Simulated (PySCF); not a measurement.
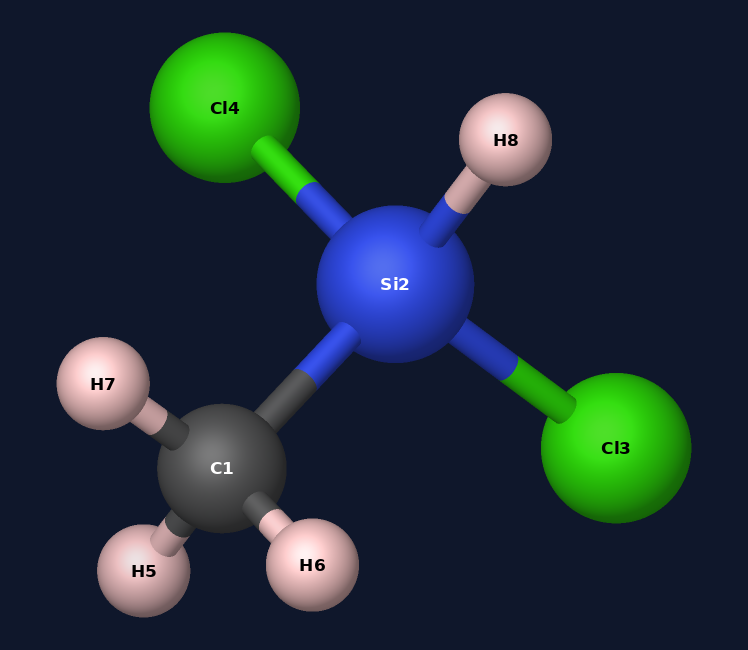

The geometry was computed by an optimisation with PBE0-D3(BJ)/def2-SVP. No frequency run is at hand to confirm it as a minimum. Level of theory: B3LYP/cc-pVTZ indirect spin-spin coupling, non-relativistic, gas phase (PySCF 2.14.0). Isotopes: 13C, 1H, 29Si.

Give the spin–spin coupling constants of these pairs, with the number of bonds between them: C1/Si2, C1/H6, Si2/H8, Si2/H7, Si2/H6, H5/H7, H5/H6, H6/H7, H5/H8, H6/H8, H7/H8.

```json
{"pair": "C1, Si2", "bonds apart": "1", "J (Hz)": "−50.2"}
{"pair": "C1, H6", "bonds apart": "1", "J (Hz)": "117.7"}
{"pair": "Si2, H8", "bonds apart": "1", "J (Hz)": "−218.0"}
{"pair": "Si2, H7", "bonds apart": "2", "J (Hz)": "3.0"}
{"pair": "Si2, H6", "bonds apart": "2", "J (Hz)": "3.2"}
{"pair": "H5, H7", "bonds apart": "2", "J (Hz)": "−12.0"}
{"pair": "H5, H6", "bonds apart": "2", "J (Hz)": "−12.1"}
{"pair": "H6, H7", "bonds apart": "2", "J (Hz)": "−11.7"}
{"pair": "H5, H8", "bonds apart": "3", "J (Hz)": "6.9"}
{"pair": "H6, H8", "bonds apart": "3", "J (Hz)": "−0.7"}
{"pair": "H7, H8", "bonds apart": "3", "J (Hz)": "−0.7"}
```
